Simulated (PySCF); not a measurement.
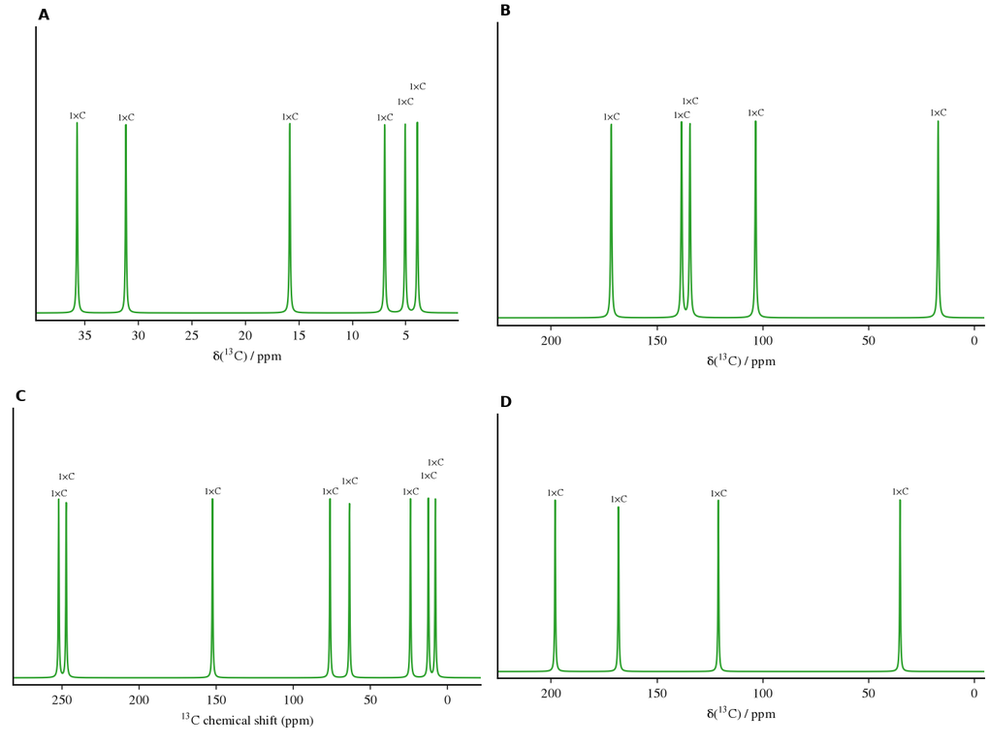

GIAO shifts, PBE0/pcSseg-1, PySCF 2.14.0, at a GFN2-xTB geometry (no frequency check), against TMS for ¹³C computed at the same level. Gas phase, fully decoupled, line heights follow the number of nuclei, widths are arbitrary (no quadrupolar broadening); values of one conformer, averaged over methyl-type rotors and exact or near symmetry; other conformers aren't averaged in.

Pair each panel with its molecule.
1. C₆H₁₂Si, SMILES C1C[C@@H](C2CC2)[SiH2]1
2. C₈H₁₁⁺, SMILES C1=CC[C@@H](C2CC2)[CH+]1
3. C₄H₅FO, SMILES CC(=O)/C=C\F
4. C₅H₆ClF, SMILES C=C(F)/C(Cl)=C\C

A: 1 (35.7 (1 C), 31.1 (1 C), 15.8 (1 C), 6.9 (1 C), 5.0 (1 C), 3.9 (1 C) ppm)
B: 4 (171.4 (1 C), 138.2 (1 C), 134.2 (1 C), 103.2 (1 C), 17.0 (1 C) ppm)
C: 2 (251.9 (1 C), 247.1 (1 C), 152.2 (1 C), 75.9 (1 C), 63.4 (1 C), 23.8 (1 C), 12.2 (1 C), 7.7 (1 C) ppm)
D: 3 (198.0 (1 C), 168.0 (1 C), 120.8 (1 C), 34.9 (1 C) ppm)

Limits of at least one run: the tight-binding geometry is rougher than a DFT one and adds to the error.
